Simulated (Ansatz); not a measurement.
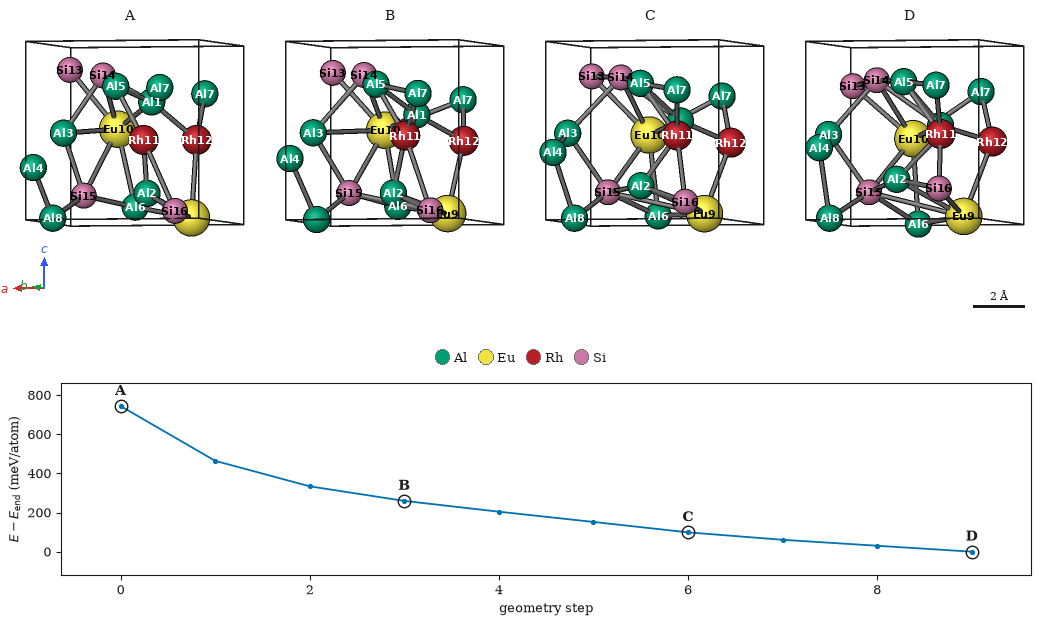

Frames of a relaxation of an amorphous cell of composition EuAl$_{4}$Si$_{2}$Rh (coarse preliminary run), marked on the history of the run. Style: ball-and-stick. Shown: the cell of the calculation, from a free direction.

Computed with Ansatz, DFT PBEsol, scalar-relativistic, plane waves, PAW. (plane-wave cutoff 420 eV; k-point mesh 1 × 1 × 1; occupations gaussian; smearing width 0.1 eV; collinear spin; atoms relaxed in a fixed cell; force threshold 0.3 eV/Å; at most 10 steps)

What happens along the run?

The relaxation stopped without meeting its thresholds, so the last structure isn't shown to be converged. It used up its limit of 10 steps. The largest move is that of Al2, 1.34 Å along [2 0 1]. By element the largest moves are Al 1.34 Å, Si 1.11 Å, Eu 0.79 Å, Rh 0.71 Å. The cell stays as it was. Among the contacts that change: Eu10–Si16 5.298 → 3.583 Å, Si13–Si16 2.206 → 3.862 Å, Al2–Si15 3.845 → 2.719 Å, Al2–Eu10 4.447 → 3.331 Å. New bonds form, among them: Al1–Rh11 (2.81 → 2.32 Å), Al4–Rh11 (3.19 → 2.49 Å). Bonds break, among them: Si13–Si16 (2.21 → 3.86 Å). Among the angles between lasting bonds that change: Al2–Rh11–Al5 143.5° → 96.6°, Al2–Rh11–Eu10 110.5° → 66.3°, Al1–Rh12–Eu9 115.7° → 75.1°. The energy falls by 744 meV per atom in 9 geometry steps. Largest force component: 5.5 eV/Å at the start, 0.57 eV/Å at the end. The program noted that the starting moments weren't kept. From step 0 to 3: Al atoms move most (0.56 Å), energy −485 meV per atom. From step 3 to 6: Al2 moves most (0.58 Å), energy −161 meV per atom. From step 6 to 9: Si16 moves most (0.58 Å), energy −98.7 meV per atom.

```tsv
step	E − E(0), meV/atom	largest force component, eV/Å
0	0.00	5.4920
1	-279.93	2.4657
2	-410.12	1.4576
3	-484.60	1.1942
4	-539.72	0.9027
5	-592.06	0.7506
6	-645.26	0.7494
7	-683.37	0.6756
8	-713.73	0.6029
9	-744.01	0.5665
```

Limits of the set-up: the periodic images lie only 7.0 Å apart, so the values are limited by the cell's size; 4f states are treated without a Hubbard U.
